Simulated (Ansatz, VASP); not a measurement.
# SnSe2 in two plane-wave programs, part 2 of 2

One calculation is typed for both programs; each brings its own data sets and cutoff. How far apart do they land?  The cell comes out of the VASP series on this material, whose earlier steps may have relaxed, scaled or displaced it; both programs get it as it stands.

VASP 6.6.1 and Ansatz 0.2.0.

So far. Step 3 (VASP: band structure, PBEsol): The run ends at a pressure of 0.04 GPa, with forces up to 0.0031 eV/Å.

### Step 5. VASP: single point, PBEsol

Level of this step: PBEsol; plane waves and PAW (Sn_d, Se) (VASP).

A single point gives forces, pressure and levels at one fixed geometry, so differences don't come from the geometry; what else differs is listed under the comparison.

Input file INCAR:

```
SYSTEM = SnSe2
PREC = Accurate
ENCUT = 400
EDIFF = 1E-06
NELM = 100
ISMEAR = 0
SIGMA = 0.05
LREAL = .FALSE.
ALGO = Normal
GGA = PS
NBANDS = 37
LORBIT = 11
LWAVE = .FALSE.
LCHARG = .FALSE.
KPAR = 2
LOPTICS = .TRUE.
NEDOS = 1500
CSHIFT = 0.1
```

Input file POSCAR:

```
SnSe2
1.0
    3.8202979081      0.0000000000      0.0000000000
   -1.9101489540      3.3084750384      0.0000000000
    0.0000000000      0.0000000000      6.1341064093
Sn Se
1 2
Direct
    0.0000000000      0.0000000000      0.0000000000
    0.3333333333      0.6666666667      0.2587113852
    0.6666666667      0.3333333333      0.7412886148
```

Input file KPOINTS:

```
Automatic mesh
0
Gamma
10 10 6
0 0 0
```

Potentials, in the order of the species: Sn_d and Se (PBE family, release 64).

Command:

```console
$ mpirun -np 2 vasp_std
```

Numbers of over 12 decimals in the logs are rounded to 6 here.

The log of the run:

```text
[banner, memory and clock lines left out]
running    2 mpi-ranks, on    1 nodes
[...]
[... a notice as in an earlier step ...]

 LDA part: xc-table for (Slater+PW92), standard interpolation
 POSCAR, INCAR and KPOINTS ok, starting setup
[...]
entering main loop
       N       E                     dE             d eps       ncg     rms          rms(c)
DAV:   1     0.204344966734E+03    0.20434E+03   -0.87031E+03  6421   0.665E+02
DAV:   2     0.149249916411E+02   -0.18942E+03   -0.17374E+03  5825   0.275E+02
DAV:   3    -0.123142239123E+02   -0.27239E+02   -0.26822E+02  6299   0.698E+01
DAV:   4    -0.132293824921E+02   -0.91516E+00   -0.91433E+00  6396   0.138E+01
[...]
DAV:  10    -0.129805147461E+02   -0.10961E-05   -0.70176E-05  6505   0.319E-02    0.270E-02
DAV:  11    -0.129805265894E+02   -0.11843E-04   -0.10799E-05  6065   0.139E-02    0.407E-03
DAV:  12    -0.129805272104E+02   -0.62096E-06   -0.59939E-07  5532   0.331E-03
   1 F= -.12980527E+02 E0= -.12980527E+02  d E =-.181277E-11
 optical routines
 imaginary and real dielectric function
 recalculating local potential from charge density
 direction            1
 direction            2
 direction            3
```

Parts of OUTCAR (step 5):

```text
  Total        0.0055333      0.0055333      0.0297966      0.0000000     -0.0000000     -0.0000000
  in kB        0.1143454      0.1143454      0.6157460      0.0000000     -0.0000000     -0.0000000
  external PRESSURE =       0.2814789 kB  Pullay stress =       0.0000000 kB

 POSITION                                       TOTAL-FORCE (eV/Angst)
 -----------------------------------------------------------------------------------
      0.00000      0.00000      0.00000        -0.000000      0.000000      0.000000
     -0.00000      2.20565      1.58696         0.000000     -0.000000      0.007448
      1.91015      1.10283      4.54714        -0.000000      0.000000     -0.007448
 -----------------------------------------------------------------------------------
    total drift:                               -0.000000     -0.000000      0.000000

  FREE ENERGIE OF THE ION-ELECTRON SYSTEM (eV)
  ---------------------------------------------------
  free  energy   TOTEN  =       -12.9805272104 eV

  energy  without entropy=      -12.9805272104  energy(sigma->0) =      -12.98052721

[... 1 part as in an earlier step ...]

[... 2 further parts left out ...]
[key lines of the parts left out:]
E-fermi :   4.2993
```

### Step 6. Ansatz: single point, PBEsol

The same cell, functional, mesh and smearing now go to Ansatz, which takes its cutoff from its data sets.

The cell comes out of the VASP series on this material, whose earlier steps may have relaxed, scaled or displaced it; both programs get it as it stands.

Input file input.yaml:

```yaml
crystal:
  lattice:
    - [3.8202979081, 0.0, 0.0]
    - [-1.910148954, 3.3084750384, 0.0]
    - [0.0, 0.0, 6.1341064093]
  atoms:
    - { symbol: Sn, position: [0.0, 0.0, 0.0] }
    - { symbol: Se, position: [0.3333333333, 0.6666666667, 0.2587113852] }
    - { symbol: Se, position: [0.6666666667, 0.3333333333, 0.7412886148] }
hamiltonian:
  xc: pbesol
  pseudopotentials: { kind: paw }
kpoints:
  mp_grid: { grid: [10, 10, 6] }
scf:
  occupations: { method: gaussian, width: 0.05 }
  n_extra_bands: 4
output:
  forces: true
  stress: true
  eigenvalues: true
```

Command:

```console
$ ansatz run input.yaml --threads 2 --pin off --max-ram 4608MiB --backend cpu --events-out ev --progress --plain --runs-dir out
```

The log of the run:

```text
[...]
Crystal: 3 atoms, lattice volume = 77.531 Å³
Basis set: ecut = 420 eV, 1509 PW (Γ), exchange–correlation on 54×54×90 points (8 copies of the dense FFT grid, shifted against one another)
Bands: 27, of which v1, the nominal top of the filled ones, is band 23 counted from 1 (22 counted from 0)
Symmetry: 12 space group operations
[...]
k-points: 72 of 600
[...]
--- Band table (eV; the first three rows and the last of 72) ---
  k-point 0: bands = [... 19 lower, 7.3929, 7.6251, 7.6251, 7.8701, 8.8304, 10.9394, 12.5619, 12.5619]
  k-point 1: bands = [... 19 lower, 7.3477, 7.3477, 7.6886, 7.6886, 9.4419, 10.9372, 12.4802, 12.4802]
  k-point 2: bands = [... 19 lower, 7.2893, 7.2893, 7.7849, 7.7849, 10.1185, 10.8981, 12.3246, 12.3246]
  k-point 71: bands = [... 19 lower, 3.8612, 4.4575, 7.4936, 7.5976, 10.1862, 12.1954, 12.4653, 13.8308]
[key lines of the parts left out:]
SCF converged after 6 iterations
Free energy (F): -16799.220564 eV
Fermi energy:    8.251853 eV
P = ⅓ Tr σ = -0.0556 GPa (-0.556 kbar)
```

It took 7.4 s on 2 threads of Arm Neoverse N1, shared host; peak memory 0.4 GiB.

The run ends at a pressure of -0.06 GPa, with forces up to 0.014 eV/Å.

### Step 7. Side by side

The two programs side by side:

| quantity | Ansatz | VASP | difference |
| --- | --- | --- | --- |
| pressure (GPa) | -0.06 | 0.03 | -0.08 |
| gap on the k mesh (eV) | 0.507 | 0.500 | +0.007 |

At this near-relaxed geometry the largest component of a force difference is 21 meV/Å. Ansatz's pressure holds a Pulay correction of 0.04 GPa; VASP's holds none.

### Step 8. VASP: band structure, PBEsol, spin-orbit coupling

The same path points are solved in both programs, so levels can be compared one by one.

Input file INCAR:

```
SYSTEM = SnSe2
PREC = Accurate
ENCUT = 400
EDIFF = 1E-06
NELM = 100
ISMEAR = 0
SIGMA = 0.05
LREAL = .FALSE.
ALGO = Normal
GGA = PS
LNONCOLLINEAR = .TRUE.
MAGMOM = 0 0 0 0 0 0 0 0 0
NBANDS = 38
GGA_COMPAT = .FALSE.
LASPH = .TRUE.
LSORBIT = .TRUE.
LORBIT = 11
LWAVE = .FALSE.
LCHARG = .FALSE.
KPAR = 2
```

POSCAR is that of step 5.

Input file KPOINTS:

```
Automatic mesh
0
Gamma
6 6 3
0 0 0
```

Input file KPOINTS_OPT:

```
Line mode
16
Line-mode
Reciprocal
  0.00000000   0.00000000   0.00000000 GAMMA
  0.50000000   0.00000000   0.00000000 M

  0.50000000   0.00000000   0.00000000 M
  0.33333333   0.33333333   0.00000000 K

  0.33333333   0.33333333   0.00000000 K
  0.00000000   0.00000000   0.00000000 GAMMA

  0.00000000   0.00000000   0.00000000 GAMMA
  0.00000000   0.00000000   0.50000000 A

  0.00000000   0.00000000   0.50000000 A
  0.50000000   0.00000000   0.50000000 L

  0.50000000   0.00000000   0.50000000 L
  0.33333333   0.33333333   0.50000000 H

  0.33333333   0.33333333   0.50000000 H
  0.00000000   0.00000000   0.50000000 A

  0.50000000   0.00000000   0.50000000 L
  0.50000000   0.00000000   0.00000000 M

  0.33333333   0.33333333   0.00000000 K
  0.33333333   0.33333333   0.50000000 H
```

Command:

```console
$ mpirun -np 2 vasp_ncl
```

The log of the run:

```text
[... set-up lines as in an earlier step ...]
 entering main loop
       N       E                     dE             d eps       ncg     rms          rms(c)
DAV:   1     0.226762301665E+03    0.22676E+03   -0.98692E+03  1402   0.135E+03
DAV:   2     0.211083728379E+02   -0.20565E+03   -0.19520E+03  1330   0.406E+02
DAV:   3    -0.117077588922E+02   -0.32816E+02   -0.32070E+02  1560   0.143E+02
DAV:   4    -0.132760227645E+02   -0.15683E+01   -0.15591E+01  1554   0.349E+01
[...]
DAV:  11    -0.130512794156E+02   -0.93319E-05   -0.72277E-05  1602   0.588E-02    0.160E-02
DAV:  12    -0.130512852724E+02   -0.58569E-05   -0.96953E-06  1362   0.217E-02    0.600E-03
DAV:  13    -0.130512856006E+02   -0.32819E-06   -0.81238E-07  1224   0.643E-03
   1 F= -.13051286E+02 E0= -.13051286E+02  d E =-.277597E-12  mag=     0.0000    -0.0000     0.0000
 Start KPOINTS_OPT (optional k-point list driver)
k-point batch [1-17\144]
       N       E                     dE             ncg
DAV:   1     0.953447871759E+03   -0.46302E+04     1388
DAV:   2    -0.254956305095E+04   -0.35030E+04     1378
DAV:   3    -0.311064399977E+04   -0.56108E+03     1562
DAV:   4    -0.313751221694E+04   -0.26868E+02     1520
DAV:   5    -0.313822039445E+04   -0.70818E+00     1822
DAV:   6    -0.313823403313E+04   -0.13639E-01     1662
DAV:   7    -0.313823472742E+04   -0.69429E-03     1926
DAV:   8    -0.313823473160E+04   -0.41792E-05     1404
DAV:   9    -0.313823473173E+04   -0.13507E-06      974
[...]
k-point batch [137-144\144]
       N       E                     dE             ncg
DAV:   1     0.741694394321E+04   -0.59950E+04      634
DAV:   2     0.580987981967E+04   -0.16071E+04      648
DAV:   3     0.556103289501E+04   -0.24885E+03      696
DAV:   4     0.554971664864E+04   -0.11316E+02      760
DAV:   5     0.554944023088E+04   -0.27642E+00      858
DAV:   6     0.554943547352E+04   -0.47574E-02      788
DAV:   7     0.554943526822E+04   -0.20530E-03      890
DAV:   8     0.554943526652E+04   -0.16997E-05      670
DAV:   9     0.554943526646E+04   -0.59008E-07      464
```

OUTCAR, selected parts (step 8):

```text
  Total        0.0669749      0.0669749      0.0727726      0.0000000      0.0000000      0.0000000
  in kB        1.3840314      1.3840314      1.5038423      0.0000000      0.0000000      0.0000000
  external PRESSURE =       1.4239684 kB  Pullay stress =       0.0000000 kB

 POSITION                                       TOTAL-FORCE (eV/Angst)
 -----------------------------------------------------------------------------------
      0.00000      0.00000      0.00000        -0.000000      0.000000      0.000000
     -0.00000      2.20565      1.58696         0.000000     -0.000000     -0.033678
      1.91015      1.10283      4.54714        -0.000000      0.000000      0.033678
 -----------------------------------------------------------------------------------
    total drift:                               -0.000000     -0.000000     -0.000000

  FREE ENERGIE OF THE ION-ELECTRON SYSTEM (eV)
  ---------------------------------------------------
  free  energy   TOTEN  =       -13.0512856006 eV

  energy  without entropy=      -13.0512856006  energy(sigma->0) =      -13.05128560

 magnetization (x)
# of ion       s       p       d       tot
------------------------------------------
    1        0.000  -0.000   0.000   0.000
    2        0.000  -0.000  -0.000  -0.000
    3        0.000  -0.000   0.000  -0.000
--------------------------------------------------
tot          0.000  -0.000  -0.000  -0.000

 magnetization (y)
# of ion       s       p       d       tot
------------------------------------------
    1        0.000   0.000  -0.000  -0.000
    2        0.000   0.000   0.000   0.000
    3        0.000   0.000   0.000   0.000
--------------------------------------------------
tot          0.000   0.000  -0.000   0.000

 magnetization (z)
# of ion       s       p       d       tot
------------------------------------------
    1       -0.000   0.000   0.000  -0.000
    2        0.000   0.000   0.000   0.000
    3        0.000   0.000   0.000   0.000
--------------------------------------------------
tot         -0.000   0.000   0.000  -0.000

[... 1 part as in an earlier step ...]

[... 2 further parts left out ...]
[key lines of the parts left out:]
E-fermi :   4.3459
```

The run ends at a pressure of 0.14 GPa, with forces up to 0.034 eV/Å.

### Step 9. Ansatz: band structure, PBEsol, spin-orbit coupling

The same cell, functional, mesh and smearing now go to Ansatz, which takes its cutoff from its data sets.

The cell comes out of the VASP series on this material, whose earlier steps may have relaxed, scaled or displaced it; both programs get it as it stands.

input.yaml, the sections that differ from step 6:

```yaml
hamiltonian:
  xc: pbesol
  pseudopotentials: { kind: paw_fr }
magnetization:
  noncollinear: true
  spin_orbit: true
kpoints:
  mp_grid: { grid: [6, 6, 3] }
  band_path:
    path:
      - [0.0, 0.0, 0.0]
      - [0.13333, 0.0, 0.0]
      - [0.3, 0.0, 0.0]
      - [0.46667, 0.0, 0.0]
      - [0.46667, 0.06667, 0.0]
      - [0.41111, 0.17778, 0.0]
      - [0.35556, 0.28889, 0.0]
      - [0.28889, 0.28889, 0.0]
      - [0.17778, 0.17778, 0.0]
      - [0.06667, 0.06667, 0.0]
      - [0.0, 0.0, 0.03333]
      - [0.0, 0.0, 0.2]
      - [0.0, 0.0, 0.36667]
      - [0.0, 0.0, 0.5]
      - [0.16667, 0.0, 0.5]
      - [0.3, 0.0, 0.5]
      - [0.46667, 0.0, 0.5]
      - [0.46667, 0.06667, 0.5]
      - [0.41111, 0.17778, 0.5]
      - [0.35556, 0.28889, 0.5]
      - [0.28889, 0.28889, 0.5]
      - [0.17778, 0.17778, 0.5]
      - [0.06667, 0.06667, 0.5]
      - [0.5, 0.0, 0.46667]
      - [0.5, 0.0, 0.33333]
      - [0.5, 0.0, 0.3]
      - [0.5, 0.0, 0.13333]
      - [0.33333, 0.33333, 0.0]
      - [0.33333, 0.33333, 0.16667]
      - [0.33333, 0.33333, 0.33333]
      - [0.33333, 0.33333, 0.5]
    npoints: 1
scf:
  occupations: { method: gaussian, width: 0.05 }
  n_extra_bands: 14
# crystal, output: as in step 6
```

Command:

```console
$ ansatz run input.yaml --threads 2 --pin off --max-ram 4608MiB --backend cpu --events-out ev --progress --plain --runs-dir out
```

The log of the run:

```text
[...]
non-collinear run that drives no moment, with spin-orbit: no starting moment large enough to seed its density (crystal.atoms[].spin), no starting occupations that ask for one, no magnetisation constraint and no magnetic field, so the semilocal B_xc is pinned to zero
Crystal: 3 atoms, lattice volume = 77.531 Å³
[...]
k-point 1: bands = [... 42 lower, 7.6402, 7.6402, 7.9262, 7.9262, 10.1334, 10.1334, 10.8574, 10.8574, ... 10 higher]
  k-point 2: bands = [... 42 lower, 7.7982, 7.7982, 8.0279, 8.0279, 10.1252, 10.1252, 11.5332, 11.5332, ... 10 higher]
  k-point 16: bands = [... 42 lower, 7.2086, 7.2086, 7.2851, 7.2851, 9.8901, 9.8901, 12.6376, 12.6376, ... 10 higher]
[key lines of the parts left out:]
SCF converged after 9 iterations
Magnetization: |M| = 0.0000 μB,  M = (+0.0000, +0.0000, +0.0000) μB
Free energy (F): -16801.608483 eV
Fermi energy:    8.276757 eV
P = ⅓ Tr σ = 0.0494 GPa (0.494 kbar)
```

Elapsed: 35 s, on 2 threads; peak memory 0.59 GiB.

### Step 10. Comparison

What differs besides the data sets and the points named for the pairs above, as far as they apply: spin-orbit coupling enters by fully relativistic files in Ansatz and inside the spheres in VASP; the data sets hold 46 valence electrons in Ansatz (fully relativistic PAW (standard-fr) files) and 26 in VASP. Total energies have different zeros and are not compared.

Both answers:

| quantity | Ansatz | VASP | difference |
| --- | --- | --- | --- |
| pressure (GPa) | 0.05 | 0.14 | -0.09 |
| gap over the path points (eV) | 0.475 | 0.468 | +0.007 |

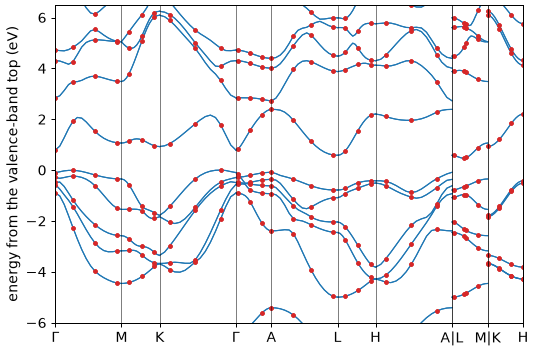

Bands from VASP (lines) and levels from Ansatz (dots). Dots without a line are higher empty bands that the VASP plot leaves out.

Levels at points of the path, from each program's valence-band top (eV; 8 filled, then empty):

| k (reciprocal lattice) | Ansatz | VASP |
| --- | --- | --- |
| 0.000 0.000 0.000 | -0.57 -0.57 -0.48 -0.48 -0.29 -0.29 -0.10 -0.10 0.80 0.80 2.85 2.85 4.30 4.30 | -0.57 -0.57 -0.49 -0.49 -0.29 -0.29 -0.10 -0.10 0.79 0.79 2.84 2.84 4.30 4.30 |
| 0.133 0.000 0.000 | -1.44 -1.44 -1.17 -1.17 -0.24 -0.24 -0.01 -0.01 1.93 1.93 3.48 3.48 4.26 4.26 | -1.44 -1.44 -1.18 -1.18 -0.24 -0.24 -0.01 -0.01 1.92 1.92 3.47 3.47 4.26 4.26 |
| 0.300 0.000 0.000 | -2.86 -2.86 -2.15 -2.15 -0.61 -0.61 -0.19 -0.19 1.53 1.53 3.70 3.70 5.12 5.12 | -2.87 -2.87 -2.15 -2.15 -0.61 -0.61 -0.19 -0.19 1.52 1.52 3.69 3.69 5.12 5.12 |
| 0.467 0.000 0.000 | -3.19 -3.19 -2.56 -2.56 -1.50 -1.50 -0.34 -0.34 1.08 1.08 3.50 3.50 5.06 5.06 | -3.19 -3.19 -2.57 -2.57 -1.50 -1.50 -0.34 -0.34 1.07 1.07 3.49 3.49 5.05 5.05 |
| 0.467 0.067 0.000 | -3.16 -3.16 -2.71 -2.71 -1.54 -1.54 -0.58 -0.58 1.15 1.15 3.80 3.80 4.80 4.80 | -3.16 -3.16 -2.72 -2.72 -1.54 -1.54 -0.59 -0.59 1.14 1.14 3.79 3.79 4.80 4.80 |
| 0.411 0.178 0.000 | -3.33 -3.33 -3.00 -3.00 -1.60 -1.60 -1.42 -1.42 1.19 1.19 5.06 5.06 5.27 5.27 | -3.34 -3.34 -3.00 -3.00 -1.60 -1.60 -1.43 -1.43 1.19 1.19 5.06 5.06 5.26 5.26 |
| 0.356 0.289 0.000 | -3.64 -3.64 -3.23 -3.23 -1.90 -1.90 -1.68 -1.68 0.96 0.96 6.01 6.01 6.19 6.19 | -3.65 -3.65 -3.24 -3.24 -1.90 -1.90 -1.68 -1.68 0.96 0.96 6.02 6.02 6.18 6.18 |
| 0.289 0.289 0.000 | -3.64 -3.64 -2.98 -2.98 -2.05 -2.05 -1.43 -1.43 1.04 1.04 5.88 5.88 6.12 6.12 | -3.64 -3.64 -2.98 -2.98 -2.06 -2.06 -1.43 -1.43 1.04 1.04 5.89 5.89 6.12 6.12 |
| 0.178 0.178 0.000 | -3.54 -3.54 -1.59 -1.59 -1.47 -1.47 -0.35 -0.35 1.82 1.82 4.79 4.79 5.02 5.02 | -3.54 -3.54 -1.59 -1.59 -1.47 -1.47 -0.35 -0.35 1.82 1.82 4.79 4.79 5.01 5.01 |
| 0.067 0.067 0.000 | -1.57 -1.57 -0.63 -0.63 -0.48 -0.48 0.00 0.00 1.79 1.79 3.53 3.53 4.08 4.08 | -1.58 -1.58 -0.63 -0.63 -0.48 -0.48 0.00 0.00 1.79 1.79 3.53 3.53 4.07 4.07 |

At this near-relaxed geometry the largest component of a force difference is 22 meV/Å. Among the levels compared (up to four filled and three empty ones at each point), filled levels agree within 8 meV and empty ones within 11 meV. Ansatz's pressure holds a Pulay correction of 0.04 GPa; VASP's holds none.

### Step 11. Outcome

```
difference in gap over the path points (band structure, PBEsol)                      : 0.0069 eV
r.m.s. force difference (band structure, PBEsol)                                     : 9.9 meV/Å
difference in gap on the k mesh (single point, PBEsol)                               : 0.0072 eV
r.m.s. force difference (single point, PBEsol)                                       : 9.9 meV/Å
difference in gap over the path points (band structure, PBEsol, spin-orbit coupling) : 0.0068 eV
r.m.s. force difference (band structure, PBEsol, spin-orbit coupling)                : 10 meV/Å
```

The r.m.s. force difference is 10 meV/Å (band structure, PBEsol, spin-orbit coupling), within the 12 meV/Å picked in this series as the mark of a large difference. How closely two codes agree says nothing of how well the functional describes the real material.

[Lines on the potential files, build, host, timing and source positions are cut from VASP's logs without a mark.]

[Logs are printed without paths, hosts, clocks, repeated set-up lines and the standing remarks that a program may print on its own settings, such as how far it seeks lower states.]

[Hosts, paths, dates, database ids (printed as entryN), source tags and the programs' standing remarks are cut or masked in the printed files.]
